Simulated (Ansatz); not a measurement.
Start from Ca(OH)$_{2}$ (space group P-3m1, No. 164; a = 3.5612 Å, c = 4.7677 Å; layered).

The change: cell and atoms relaxed at a pressure of 0.7 GPa.

The values are results of PBEsol (Ansatz, a quantum-chemistry and plane-wave program; PAW; 420 eV plane waves; without spin-orbit coupling), not measurements.

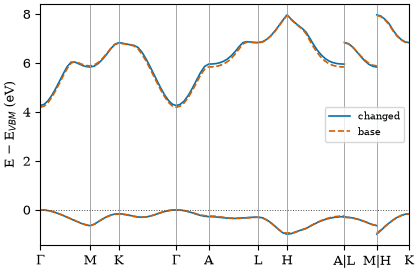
*Highest valence and lowest conduction band along the path, each from its own valence-band maximum*

### Question
Read the changed gap and its character from the plot.

### Answer
About 4.3 eV, direct at Γ.

Load acts through the strain it causes; cell and atoms are relaxed under it. Stability against distortions was not tested. No dispersion term is included in the PBEsol runs.
